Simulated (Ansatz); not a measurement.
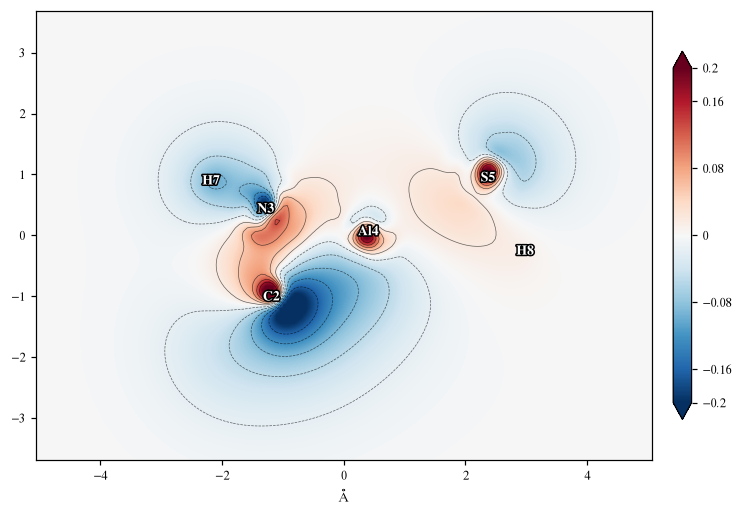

Figure. CH3AlFNS (SMILES F[CH]1[NH][Al]1[SH]). The HOMO−1 on the plane of atoms C2, N3 and Al4 (values in Å⁻³ᐟ²; the overall sign is arbitrary).

Geometry: PBE0-D4/def2-TZVP.

These are results of RKS PBE0-D4/def2-TZVPP in Ansatz 0.2.0, not measurements.

Input

```
crystal:
  periodic: [false, false, false]
  atoms:
    - {symbol: F, position_ang: [0.023133, 1.401600, 1.720484]}
    - {symbol: C, position_ang: [0.355955, 1.039304, 0.415300]}
    - {symbol: N, position_ang: [1.177344, -0.150596, 0.335449]}
    - {symbol: Al, position_ang: [-0.347244, -0.562243, -0.380139]}
    - {symbol: S, position_ang: [-1.466365, -2.187218, -1.270618]}
    - {symbol: H, position_ang: [0.750270, 1.943163, -0.053044]}
    - {symbol: H, position_ang: [2.130766, -0.146440, 0.665275]}
    - {symbol: H, position_ang: [-2.531758, -1.394770, -1.488606]}
basis:
  gaussian: {orbitals: def2-TZVPP}
hamiltonian: {xc: pbe0, dispersion: d4}
output: {orbitals: {seedname: orbitals}}
```

Launched as:

```sh
ansatz run in.yaml --threads 2 --pin off --events-out ev --progress --plain --max-ram 4352MiB
```

> What is the character of this orbital?

Its weight (Hirshfeld) is mainly on N3 (about 55 %), Al4 (about 10 %), C2 (about 10 %), F1 (about 5 %) and S5 (about 5 %). Its energy is −7.57 eV.
